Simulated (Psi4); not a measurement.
# A workflow on CH3FGeS (SMILES C[S][Ge][F])

We compute a series of 10 runs (PBE-D4/def2-SVP, PBE0-D4/def2-TZVP, PBE-D4/def2-TZVPP, r2SCAN-D4/def2-TZVPP, B3LYP-D4/def2-TZVPP, PBE0-D4/def2-TZVPP, wB97M-V/def2-TZVPP, CCSD(T)/def2-TZVPP, and more) of CH3FGeS. Input form: a Python script.

Program for the calculation: Psi4 1.11.

## 1. The system as given

CH3FGeS has 7 atoms, charge 0, and is taken as a singlet. As SMILES, `C[S][Ge][F]`. The shape comes from GFN2-xTB, rattled, which is rough for such elements, and wasn't checked as a minimum. This is one conformer, not always the lowest. The run starts from this shape.

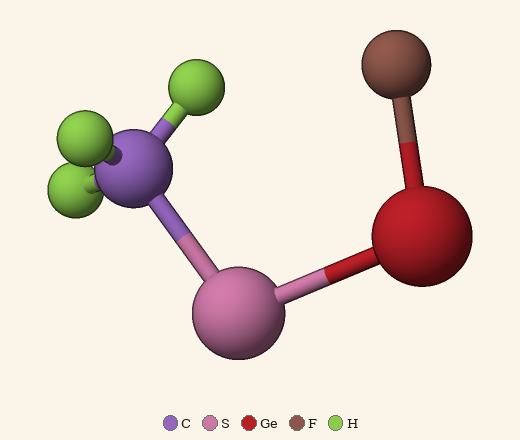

Viewed from a chosen angle; carbon purple, sulfur pink, germanium red, fluorine brown, hydrogen green.

## 2. A geometry optimisation at PBE-D4/def2-SVP (density fitting) (run 1)

job.py reads:

```python
import psi4

psi4.set_memory('4400 MB')
psi4.set_num_threads(2)
psi4.core.set_output_file('psi4.out', False)

mol = psi4.geometry("""
C     -0.618856     0.524393     0.525872
S     -0.971949    -0.719598    -0.885112
Ge     0.995508    -1.481445    -1.510204
F      2.139386    -0.547299    -0.429615
H     -1.323062     1.366081     0.413104
H     -0.588495     0.089918     1.439645
H      0.409452     0.911539     0.387775
symmetry c1
""")

psi4.set_options({
    'reference': 'rks',
    'scf_type': 'df',
    'geom_maxiter': 60,
    'max_force_g_convergence': 0.0005,
})

e_tot = psi4.optimize('pbe-d4/def2-SVP')
print(f'total energy {e_tot:.8f} hartree = {e_tot * 27.211386:.5f} eV')
print(mol.to_string(dtype='xyz', units='Angstrom'))
```

The run is started by

```sh
$ python job.py
```

psi4.out:

```text
[...]
  Running in c1 symmetry.
[...]
  Nuclear repulsion =  335.974330375484897
[...]
  Multiplicity = 1
[...]
  Nalpha       = 33
  Nbeta        = 33
[...]
    Number of basis functions: 93
[...]
   @DF-RKS iter   1: -2612.25955219098478   -2.05060e+00   2.70262e-02 ADIIS/DIIS
[...]
   @DF-RKS iter   8: -2613.89113858191058   -1.36424e-11   8.36212e-09 DIIS
[...]
  @DF-RKS Final Energy: -2613.89113858191058
   => Energetics <=
    Nuclear Repulsion Energy =            336.4411232864039221
    One-Electron Energy =               -4307.3723803107304775
    Two-Electron Energy =                1478.0938647673892774
    DFT Exchange-Correlation Energy =    -121.0476686485246489
    Empirical Dispersion Energy =          -0.0060776764490713
    VV10 Nonlocal Energy =                  0.0000000000000000
    Total Energy =                      -2613.8911385819105817
[...]
  -Total Gradient:
     Atom            X                  Y                   Z
    ------   -----------------  -----------------  -----------------
       1        0.000023366329     0.000000469898    -0.000008214572
       2       -0.000106957017     0.000033913362     0.000051029935
       3        0.000008352016    -0.000039192358    -0.000023088950
       4        0.000065330484    -0.000009907924    -0.000025813702
       5        0.000007155940     0.000018157096     0.000036075440
       6       -0.000007138800     0.000012953974    -0.000001715437
       7       -0.000036318838     0.000010738546     0.000006724612
[...]
```

Standard output:

```text
Some dependencies such as QCElemental have not yet finished migration to pydantic v2. If issues are encountered please downgrade pydantic or upgrade QCElemental as appropriate
	Change in internal coordinate of 5.65e-01 exceeds limit of 5.00e-01.
	Skipping Hessian update for step 1.
	Energy has increased in a minimization.
	Energy ratio indicates iffy step.
	Intrafrag trust radius decreased to   0.25.
	Change in internal coordinate of 5.93e-01 exceeds limit of 5.00e-01.
	Skipping Hessian update for step 1.
	Previous geometry is closer to target in internal coordinates, so using that one.

	Best geometry has RMS(Delta(q)) = 3.60e-07

Optimizer: Optimization complete!
total energy -2613.89113858 hartree = -71127.60073 eV
7
0 1 CFGeH3S
C                    -1.112969573580     1.417003790650     1.530692317178
S                    -1.516770592079     0.109844271779     0.309851371106
Ge                    0.485171473970    -0.502609509393    -0.554618106708
F                     1.533738818155     0.609080529024     0.387444294677
H                    -1.640808345512     2.345481575657     1.241115943179
H                    -1.467355633317     1.090455697883     2.526832398210
H                    -0.020457435152     1.590664481688     1.552720101971
```

Wall time 20 s (2 threads of Intel Xeon 6975P-C (Granite Rapids), shared host); peak memory 0.67 GiB.

The path in brief:

| step | energy from the first frame kept (eV) | largest force (eV/Å) |
| --- | --- | --- |
| 0 | 0.0000 | 4.6524 |
| 1 | -0.3085 | 0.7982 |
| 2 | -0.3372 | 0.1745 |
| 3 | -0.3332 | 0.1491 |
| 4 | -0.3440 | 0.0464 |
| 5 | -0.3450 | 0.0114 |
| 6 | -0.3450 | 0.0063 |

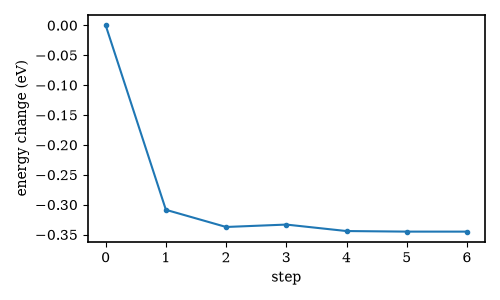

Energy along the run.

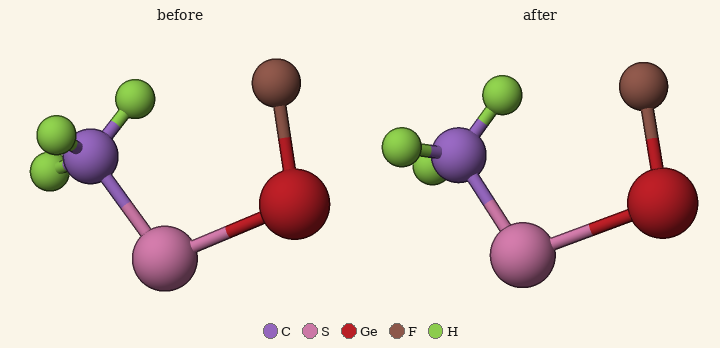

Before and after, at one scale.

After the run. Bond lengths: C1–S2 1.834 Å, S2–Ge3 2.265 Å, Ge3–F4 1.795 Å, C1–H5 1.107 Å, C1–H6 1.107 Å, C1–H7 1.106 Å. Angles: C1–S2–Ge3 104.6°, S2–Ge3–F4 98.5°, S2–C1–H5 108.6°, S2–C1–H6 108.6°, S2–C1–H7 110.0°, H5–C1–H6 109.3°, H5–C1–H7 110.2°, H6–C1–H7 110.2°.

## 3. A geometry optimisation at PBE0-D4/def2-TZVP (density fitting) (run 2)

run.py reads:

```python
import psi4

psi4.set_memory('4400 MB')
psi4.set_num_threads(2)
psi4.core.set_output_file('output.dat', False)

mol = psi4.geometry("""
C     -0.582515     0.457592     0.533456
S     -0.986316    -0.849568    -0.687385
Ge     1.015627    -1.462021    -1.551854
F      2.064194    -0.350331    -0.609792
H     -1.110353     1.386070     0.243880
H     -0.936901     0.131044     1.529596
H      0.509998     0.631253     0.555484
symmetry c1
""")

psi4.set_options({
    'basis': 'def2-TZVP',
    'reference': 'rks',
    'scf_type': 'df',
    'geom_maxiter': 50,
    'max_force_g_convergence': 0.0002,
})

energy_value, wavefunction = psi4.optimize("pbe0-d4", molecule=mol, return_wfn=True)
print('E =', round(energy_value, 9))
print(mol.to_string(dtype='xyz', units='Angstrom'))
for k, v in sorted(psi4.core.scalar_variables().items()):
    print(f'{k:45s} {v:18.10f}')
```

The run is started by

```sh
$ python run.py
```

output.dat:

```text
[...]
  Running in c1 symmetry.
[...]
  Nuclear repulsion =  336.441104029232235
[...]
  Multiplicity = 1
[...]
  Nalpha       = 33
  Nbeta        = 33
[...]
    Number of basis functions: 165
[...]
   @DF-RKS iter   1: -2612.94328003003830   -2.35407e+00   1.86023e-02 ADIIS/DIIS
[...]
   @DF-RKS iter   9: -2614.54699931792993   -4.09273e-12   6.44127e-09 DIIS
[...]
  @DF-RKS Final Energy: -2614.54699931792993
   => Energetics <=
    Nuclear Repulsion Energy =            340.7756468655389881
    One-Electron Energy =               -4317.3856446380814305
    Two-Electron Energy =                1453.6359442002192282
    DFT Exchange-Correlation Energy =     -91.5678059813144074
    Empirical Dispersion Energy =          -0.0051397642925048
    VV10 Nonlocal Energy =                  0.0000000000000000
    Total Energy =                      -2614.5469993179299308
[...]
  -Total Gradient:
     Atom            X                  Y                   Z
    ------   -----------------  -----------------  -----------------
       1        0.000014981822     0.000066853417     0.000052976290
       2       -0.000036710262    -0.000070933136    -0.000075417356
       3        0.000022205560     0.000039556984     0.000042901045
       4       -0.000088445406    -0.000033872177    -0.000022704806
       5       -0.000014882903     0.000027821270    -0.000002339298
       6        0.000008208150    -0.000001249604     0.000031868412
       7        0.000056967878     0.000016575954     0.000021560497
[...]
```

Run time: 33 s. Hardware: 2 threads of Intel Xeon 6975P-C (Granite Rapids), shared host; peak memory 1 GiB.

Step by step:

| step | energy from the first frame kept (eV) | largest force (eV/Å) |
| --- | --- | --- |
| 0 | 0.0000 | 0.6731 |
| 1 | -0.0389 | 0.1688 |
| 2 | 0.0480 | 0.3278 |
| 3 | -0.0234 | 0.1880 |
| 4 | -0.0394 | 0.0882 |
| 5 | -0.0404 | 0.0057 |

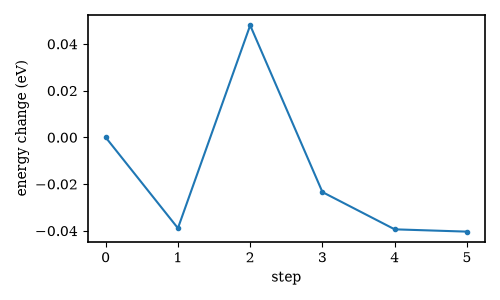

Energy along the run.

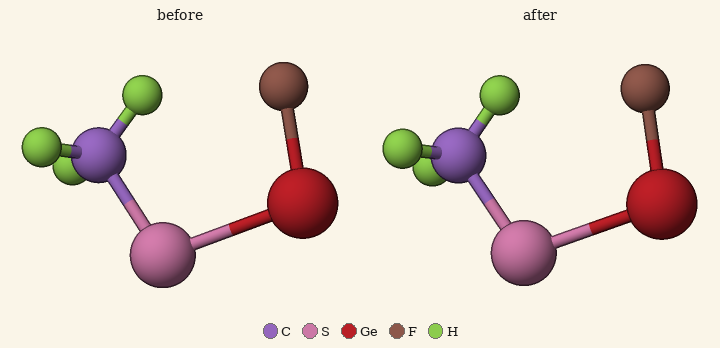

Before and after, at one scale.

After the run. Bond lengths: C1–S2 1.813 Å, S2–Ge3 2.225 Å, Ge3–F4 1.769 Å, C1–H5 1.089 Å, C1–H6 1.089 Å, C1–H7 1.088 Å. Angles: C1–S2–Ge3 106.6°, S2–Ge3–F4 98.8°, S2–C1–H5 108.4°, S2–C1–H6 108.4°, S2–C1–H7 110.6°, H5–C1–H6 109.4°, H5–C1–H7 110.0°, H6–C1–H7 110.0°.

## 4. The harmonic vibrations at PBE0-D4/def2-TZVP (density fitting) (run 3)

calc.py reads:

```python
import psi4

psi4.set_memory('4400 MB')
psi4.set_num_threads(2)
psi4.core.set_output_file('psi4.out', False)

geom = psi4.geometry("""
0 1
C
S 1 1.812778
Ge 2 2.224723 1 106.58938
F 3 1.769079 2 98.79866 1 -0.02511
H 1 1.089223 2 108.39267 3 120.87967
H 1 1.089222 5 109.42777 2 -118.04648
H 1 1.088228 6 109.98894 5 120.95573
symmetry c1
""")

psi4.set_options(dict(scf_type='df', rotational_symmetry_number=1))

result = psi4.frequencies('pbe0-d4/def2-TZVP', molecule=geom)
print('E =', round(result, 9))
```

The run is started by

```sh
$ python calc.py
```

psi4.out:

```text
[...]
  Running in c1 symmetry.
[...]
  Nuclear repulsion =  340.775671808494849
[...]
  Multiplicity = 1
[...]
  Nalpha       = 33
  Nbeta        = 33
[...]
    Number of basis functions: 165
[...]
   @DF-RKS iter   1: -2612.94148265205604   -2.25832e+00   1.86261e-02 DIIS/ADIIS
[...]
   @DF-RKS iter  13: -2614.54699829379479   -2.68301e-11   6.15025e-09 DIIS
[...]
  @DF-RKS Final Energy: -2614.54699829379479
   => Energetics <=
    Nuclear Repulsion Energy =            340.7729960859151106
    One-Electron Energy =               -4317.3811123832383601
    Two-Electron Energy =                1453.6340396777661681
    DFT Exchange-Correlation Energy =     -91.5677818476148957
    Empirical Dispersion Energy =          -0.0051398266232960
    VV10 Nonlocal Energy =                  0.0000000000000000
    Total Energy =                      -2614.5469982937952409
[...]
  -Total Gradient:
     Atom            X                  Y                   Z
    ------   -----------------  -----------------  -----------------
       1        0.000253405879     0.000488224919    -0.000053380699
       2        0.000054328819     0.000120373038     0.000114338321
       3        0.000003376185    -0.000002454031    -0.000059729426
       4        0.000002246623     0.000076457523     0.000052445538
       5       -0.000053147250    -0.000038219654    -0.000016621668
       6       -0.000232309106    -0.000190186449     0.000226074167
       7       -0.000028020143    -0.000403901644    -0.000320155571
[...]
  ==> Harmonic Vibrational Analysis <==
[...]
  Freq [cm^-1]                 96.6062             122.0930            195.6906
[...]
  Freq [cm^-1]                 252.8185            390.9508            636.8772
[...]
  Freq [cm^-1]                 724.8777            968.0560            981.9905
[...]
```

Standard output:

```text
Warning: used thermodynamics relations inappropriate for low-frequency modes: ['96.6062' '122.0930' '195.6906' '252.8185' '390.9508']
E = -2614.546999319
```

Run time: 3.6 min. Hardware: 2 threads of Intel Xeon 6975P-C (Granite Rapids), shared host; peak memory 1.1 GiB.

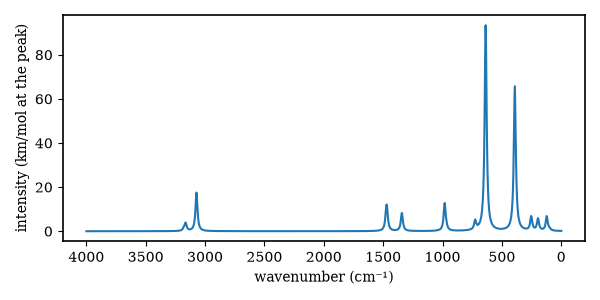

Harmonic infrared spectrum, unscaled, lines broadened by 10 cm⁻¹.

Runs 4 to 9 aren't shown in full; the table further down has their settings and results.

## 5. The energy at MP2/def2-QZVPP (density fitting, density fitting for correlation) (run 10)

ch3fges.sdf reads:

```

     RDKit          3D

  7  6  0  0  0  0  0  0  0  0999 V2000
   -0.5838    0.4554    0.5385 C   0  0  0  0  0  0  0  0  0  0  0  0
   -0.9496   -0.8358   -0.6802 S   0  0  0  0  0  0  0  0  0  0  0  0
    1.0008   -1.4594   -1.5499 Ge  0  0  0  0  0  3  0  0  0  0  0  0
    2.0627   -0.3814   -0.6334 F   0  0  0  0  0  0  0  0  0  0  0  0
   -1.1149    1.3613    0.2493 H   0  0  0  0  0  0  0  0  0  0  0  0
   -0.9410    0.1210    1.5116 H   0  0  0  0  0  0  0  0  0  0  0  0
    0.4863    0.6487    0.5813 H   0  0  0  0  0  0  0  0  0  0  0  0
  2  1  1  0
  3  2  2  0
  4  3  1  0
  5  1  1  0
  6  1  1  0
  7  1  1  0
M  CHG  2   2   1   3  -1
M  END
$$$$
```

ch3fges.py reads:

```python
import psi4
from rdkit import Chem

psi4.set_memory(4400000000)
psi4.set_num_threads(2)
psi4.core.set_output_file('run.log', False)

rd = Chem.SDMolSupplier('ch3fges.sdf', removeHs=False, sanitize=False)[0]
xyz = rd.GetConformer().GetPositions()
atoms = '\n'.join(f'{a.GetSymbol()} {x:.4f} {y:.4f} {z:.4f}' for a, (x, y, z) in zip(rd.GetAtoms(), xyz))
m = psi4.geometry('0 1\n' + atoms + '\nsymmetry c1')

options = {'basis': 'def2-QZVPP', 'scf_type': 'df', 'num_frozen_docc': 16}
psi4.set_options(options)

energy_value = psi4.energy('mp2', molecule=m)
print('E =', round(energy_value, 9))
for k, v in sorted(psi4.core.scalar_variables().items()):
    print(f'{k:45s} {v:18.10f}')
```

The run is started by

```sh
$ python ch3fges.py
```

run.log:

```text
[...]
  Running in c1 symmetry.
[...]
  Nuclear repulsion =  340.775732253158196
[...]
  Multiplicity = 1
[...]
  Nalpha       = 33
  Nbeta        = 33
[...]
    Number of basis functions: 363
[...]
   @DF-RHF iter   1: -2610.73051794073899   -3.46875e+00   8.58572e-03 ADIIS/DIIS
[...]
   @DF-RHF iter  13: -2612.14385548746395   -3.81988e-11   4.02401e-09 DIIS
[...]
  @DF-RHF Final Energy: -2612.14385548746395
   => Energetics <=
    Nuclear Repulsion Energy =            340.7757322531581963
    One-Electron Energy =               -4317.6814577516643112
    Two-Electron Energy =                1364.7618700110424470
    Total Energy =                      -2612.1438554874634974
[...]
 Multipole Moments:
 ------------------------------------------------------------------------------------
     Multipole            Electronic (a.u.)      Nuclear  (a.u.)        Total (a.u.)
 ------------------------------------------------------------------------------------
 L = 1.  Multiply by 2.5417464519 to convert [e a0] to [Debye]
 Dipole X            :          8.6871666           -8.8568226           -0.1696560
 Dipole Y            :         -8.8383458            8.8409578            0.0026120
 Dipole Z            :         -9.8207254            9.8462471            0.0255217
 Magnitude           :                                                    0.1715848
[...]
```

The script printed:

```text
E = -2613.291486571
CURRENT CORRELATION ENERGY                         -1.1476310835
CURRENT ENERGY                                  -2613.2914865709
CURRENT REFERENCE ENERGY                        -2612.1438554875
CUSTOM SCS-MP2 CORRELATION ENERGY                  -1.0935536317
CUSTOM SCS-MP2 TOTAL ENERGY                     -2613.2374091191
DD SOLVATION ENERGY                                 0.0000000000
HF KINETIC ENERGY                                2612.0527354001
HF POTENTIAL ENERGY                             -5224.1965908876
HF TOTAL ENERGY                                 -2612.1438554875
HF VIRIAL RATIO                                     2.0000348845
MP2 CORRELATION ENERGY                             -1.1476310835
MP2 DOUBLES ENERGY                                 -1.1476310835
MP2 OPPOSITE-SPIN CORRELATION ENERGY               -0.8203960814
MP2 SAME-SPIN CORRELATION ENERGY                   -0.3272350021
MP2 SINGLES ENERGY                                 -0.0000000000
MP2 TOTAL ENERGY                                -2613.2914865709
NUCLEAR REPULSION ENERGY                          340.7757322532
ONE-ELECTRON ENERGY                             -4317.6814577517
PCM POLARIZATION ENERGY                             0.0000000000
PE ENERGY                                           0.0000000000
SCF ITERATION ENERGY                            -2612.1438554875
SCF ITERATIONS                                     13.0000000000
SCF TOTAL ENERGY                                -2612.1438554875
SCS-MP2 CORRELATION ENERGY                         -1.0935536317
SCS-MP2 TOTAL ENERGY                            -2613.2374091191
TWO-ELECTRON ENERGY                              1364.7618700110
```

Run time: 9 s. Hardware: 2 threads of Intel Xeon 6975P-C (Granite Rapids), shared host; peak memory 1.3 GiB.

## 6. All runs side by side

| run | level | geom maxiter | max force g convergence | energy (Eh) | dipole moment (D) | HOMO energy (eV) | LUMO energy (eV) | wall time |
| --- | --- | --- | --- | --- | --- | --- | --- | --- |
| 1 | PBE-D4/def2-SVP (density fitting) | 60 | 0.0005 | -2613.891139 | 0.40 | -6.20 | -2.90 | 20 s |
| 2 | PBE0-D4/def2-TZVP (density fitting) | 50 | 0.0002 | -2614.546999 | 0.55 | -7.37 | -2.20 | 33 s |
| 3 | PBE0-D4/def2-TZVP (density fitting) | – | – | -2614.546999 | 0.55 | – | – | 3.6 min |
| 4 | PBE-D4/def2-TZVPP (density fitting) | – | – | -2614.465417 | 0.61 | -6.26 | -2.91 | 13 s |
| 5 | r2SCAN-D4/def2-TZVPP (density fitting) | – | – | -2614.988051 | 0.70 | -6.55 | -2.89 | 24 s |
| 6 | B3LYP-D4/def2-TZVPP (density fitting) | – | – | -2615.167674 | 0.55 | -7.18 | -2.41 | 11 s |
| 7 | PBE0-D4/def2-TZVPP (density fitting) | – | – | -2614.548103 | 0.55 | -7.37 | -2.20 | 12 s |
| 8 | wB97M-V/def2-TZVPP (density fitting) | – | – | -2614.907793 | 0.41 | -9.50 | -0.32 | 27 s |
| 9 | CCSD(T)/def2-TZVPP (density fitting, density fitting for correlation) | – | – | -2612.976157 | – | -9.79 | 0.79 | 3.5 min |
| 10 | MP2/def2-QZVPP (density fitting, density fitting for correlation) | – | – | -2613.291487 | – | -9.82 | 0.63 | 9 s |

## 7. Results

| quantity | value |
| --- | --- |
| run 10, MP2/def2-QZVPP: total energy | -2613.29149 Eh |
| run 10, MP2/def2-QZVPP: HOMO energy (Hartree–Fock orbitals) | -9.82 eV |
| run 10, MP2/def2-QZVPP: LUMO energy (Hartree–Fock orbitals) | 0.63 eV |
| run 10, MP2/def2-QZVPP: HOMO–LUMO gap (Hartree–Fock orbitals) | 10.45 eV |
| run 10, MP2/def2-QZVPP: correlation energy (16 core orbitals frozen) | -1147.6 mEh |

**Reading.** Over runs 3, 4, 5, 6, 7, 8 the dipole moment (its size) runs from 0.41 D (wB97M-V/def2-TZVPP) to 0.70 D (r2SCAN-D4/def2-TZVPP). Over runs 4, 5, 6, 7, 8 the HOMO–LUMO gap runs from 3.36 eV (PBE-D4/def2-TZVPP) to 9.17 eV (wB97M-V/def2-TZVPP). Totals of different functionals can't be ranked against each other. All runs together took 9.5 min, the longest 3.6 min.
